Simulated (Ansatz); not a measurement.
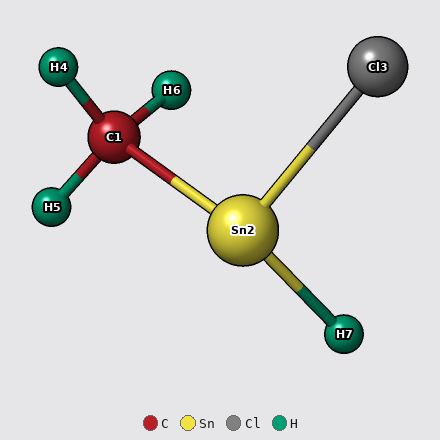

The system is CH₄ClSn, SMILES [CH3][SnH][Cl], spin multiplicity 2; the picture shows the reference structure. 
- Coordinates scanned: (1) umbrella angle at Sn2 (between each of its bonds and their common axis; 90 is planar); (2) change of the bonds Sn2–C1, Sn2–Cl3, Sn2–H7, all alike.
- Nothing is relaxed (all other coordinates rigid).
- The scan uses a 13 × 13 grid.
- Points are written as (first, second).
- Energies: eV, counted from the lowest grid point.
- Energies and slopes of some neighbouring points disagree (a jump in structure or state, or too coarse a mesh).
- Theory: Ansatz 0.2.0, UKS PBE0-D4/def2-TZVP.

Its coordinates:

```yaml
atoms:
  - { symbol: C, position_ang: [-0.5966, 0.5720, -0.4963] }
  - { symbol: Sn, position_ang: [0.4921, -0.4047, 1.0849] }
  - { symbol: Cl, position_ang: [2.7421, -0.2784, 0.4013] }
  - { symbol: H, position_ang: [-0.2956, 1.6165, -0.5528] }
  - { symbol: H, position_ang: [-1.6674, 0.5001, -0.3068] }
  - { symbol: H, position_ang: [-0.3446, 0.0625, -1.4278] }
  - { symbol: H, position_ang: [0.1673, -2.1045, 1.1449] }
```

Range: umbrella angle at Sn2 (between each of its bonds and their common axis; 90 is planar) from 56.0 to 124.0°; change of the bonds Sn2–C1, Sn2–Cl3, Sn2–H7, all alike from −0.229 to 0.354 Å.

### What will the energy surface look like?

The lowest grid point is at (112.7°, 0.014 Å). Other grid points that lie below all their neighbours: (67.3°, 0.014 Å) (0.023 eV higher). The highest grid point, (56.0°, −0.229 Å), lies 2.26 eV above the lowest.

```
second ↓, first →  56.0  61.7  67.3  73.0  78.7  84.3  90.0  95.7  101.3  107.0  112.7  118.3  124.0
            0.354  1.62  1.45  1.40  1.47  1.64  1.89  2.11  1.91   1.65   1.47   1.40   1.44   1.59
            0.305  1.35  1.17  1.12  1.18  1.37  1.66  1.93  1.67   1.38   1.19   1.11   1.15   1.32
            0.257  1.11  0.91  0.85  0.92  1.12  1.43  1.79  1.45   1.13   0.92   0.84   0.89   1.08
            0.208  0.89  0.67  0.60  0.67  0.88  1.22  1.67  1.23   0.89   0.67   0.59   0.65   0.85
            0.159  0.70  0.46  0.38  0.45  0.67  1.01  1.41  1.03   0.68   0.45   0.37   0.43   0.66
            0.111  0.56  0.30  0.21  0.27  0.49  0.84  1.16  0.85   0.50   0.27   0.19   0.27   0.51
            0.062  0.48  0.19  0.08  0.14  0.36  0.69  0.97  0.71   0.36   0.13   0.06   0.15   0.42
            0.014  0.46  0.14  0.02  0.07  0.28  0.60  0.84  0.61   0.29   0.07   0.00   0.10   0.40
           −0.035  0.54  0.19  0.05  0.09  0.29  0.59  0.79  0.60   0.29   0.08   0.02   0.14   0.47
           −0.083  0.73  0.34  0.18  0.21  0.39  0.67  0.84  0.67   0.39   0.19   0.15   0.29   0.65
           −0.132  1.06  0.63  0.45  0.45  0.62  0.87  1.02  0.87   0.62   0.43   0.41   0.57   0.96
           −0.180  1.55  1.08  0.87  0.85  1.00  1.23  1.35  1.22   0.99   0.83   0.82   1.01   1.44
           −0.229  2.26  1.74  1.49  1.45  1.58  1.78  1.89  1.77   1.56   1.42   1.44   1.65   2.13
```

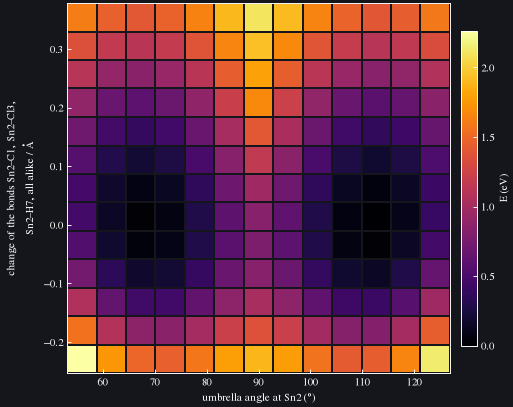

Drawn: one coloured cell a grid point.

Each point was launched as `ansatz run input.yaml --threads 1 --pin off --max-ram 2560MiB --backend cpu --events-out ev --progress --plain --runs-dir out`. The whole map (169 points run) took 29 min on 1 thread of Arm Neoverse V2, with other jobs on the host.
